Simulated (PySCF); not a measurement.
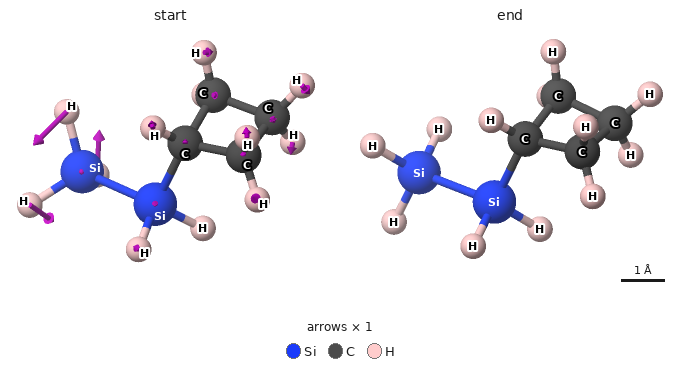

The structure of C₄H₁₂Si₂ before (left) and after (right) a relaxation, at one scale. The purple arrows give the displacements, at their true length.

A ball-and-stick model, seen at a tilt.

The start comes from GFN2-xTB.

Computed with PySCF 2.14.0, density-fitted response routines, PBE0-D3(BJ)/def2-SVP geometry optimisation, gas phase. 

What changed between the two?

An H atom moves most after the best rigid fit: 1.28 Å. By element the largest moves are H 1.28 Å, C 0.17 Å, Si 0.10 Å. Among the contacts that change: Si–Si 2.310 → 2.345 Å, H–Si 1.465 → 1.496 Å, C–Si 1.903 → 1.889 Å, C–C 1.540 → 1.552 Å. Bond angles that change, for instance: Si–Si–H 114.6° → 109.4°, C–Si–H 106.4° → 110.4°, Si–Si–H 112.4° → 109.1°. Groups turn about Si–Si by about 55°. After 21 geometry steps the energy has fallen by 3.81 kcal/mol. The run took roughly 8 core-minutes on a shared host.
